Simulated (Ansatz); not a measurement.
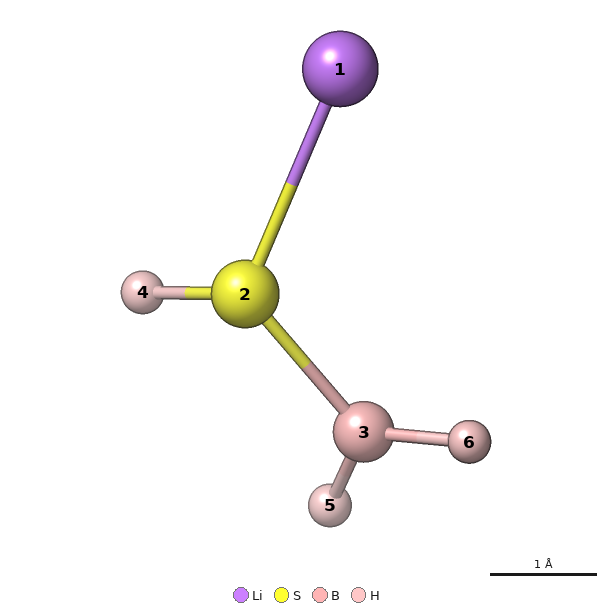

Orthographic view. Depth is shown by fading: the farther an atom, the more it takes the colour of the background. State: charge +1, singlet. Computed geometry: PBE-D4/def2-SVP optimisation. No frequency run is at hand to confirm it as a minimum.

List all interatomic distances (Å) as a matrix.

```tsv
atom	Li1	S2	B3	H4	H5	H6
Li1	0.00					
S2	2.40	0.00				
B3	3.64	1.81	0.00			
H4	3.23	1.37	2.52	0.00		
H5	4.63	2.61	1.20	2.75	0.00	
H6	3.78	2.56	1.21	3.58	2.16	0.00
```
